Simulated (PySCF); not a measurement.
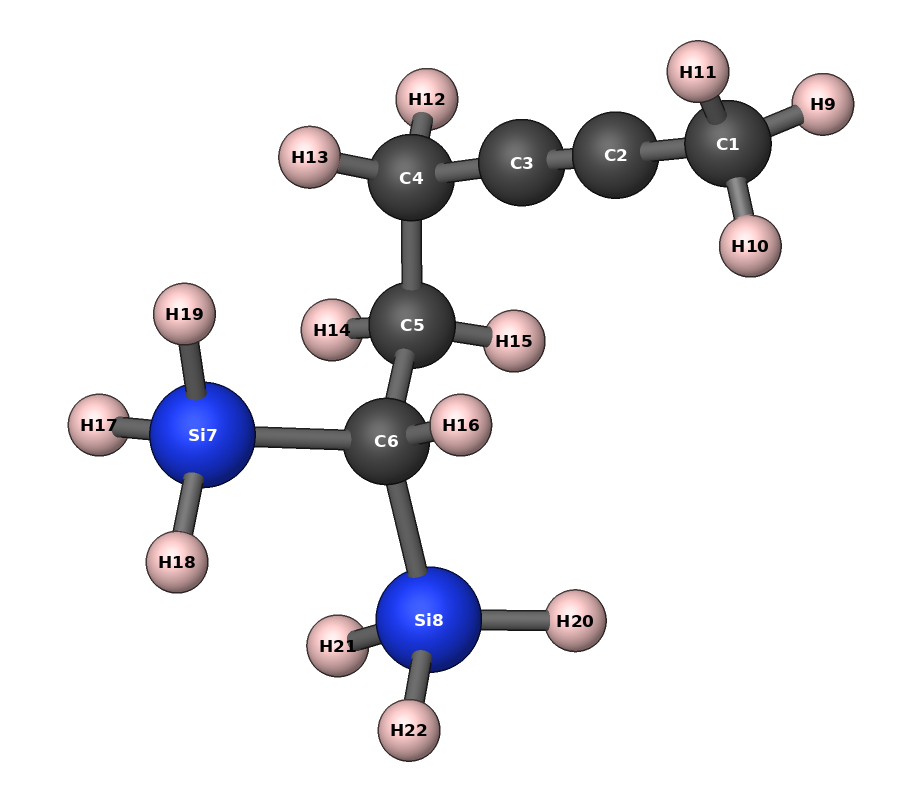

The computed structure is the end point of a GFN2-xTB optimisation. No frequency run is at hand to confirm it as a minimum. Level of theory: GIAO PBE0/pcSseg-1 NMR shielding, non-relativistic, gas phase (PySCF 2.14.0). Principal shieldings σ11 ≤ σ22 ≤ σ33, span Ω = σ33 − σ11, skew κ = 3(σiso − σ22)/Ω.

Give the shielding tensors of the C atoms.

```json
{"atom": "C1", "σ11": "174.8", "σ22": "175.0", "σ33": "196.9", "σiso": "182.2", "Ω": "22.1", "κ": "0.98"}
{"atom": "C2", "σ11": "15.6", "σ22": "22.3", "σ33": "269.2", "σiso": "102.4", "Ω": "253.6", "κ": "0.95"}
{"atom": "C3", "σ11": "11.1", "σ22": "20.8", "σ33": "274.2", "σiso": "102.0", "Ω": "263.2", "κ": "0.93"}
{"atom": "C4", "σ11": "150.6", "σ22": "166.8", "σ33": "174.5", "σiso": "163.9", "Ω": "23.9", "κ": "−0.36"}
{"atom": "C5", "σ11": "144.9", "σ22": "153.2", "σ33": "163.4", "σiso": "153.8", "Ω": "18.5", "κ": "0.10"}
{"atom": "C6", "σ11": "176.3", "σ22": "182.3", "σ33": "201.8", "σiso": "186.8", "Ω": "25.6", "κ": "0.52"}
```

Shieldings and span in ppm.

The geometry is semi-empirical. Around Si such bond lengths and angles can be off by a tenth of an ångström or more and by several degrees, and values that hang on the shape move with them.
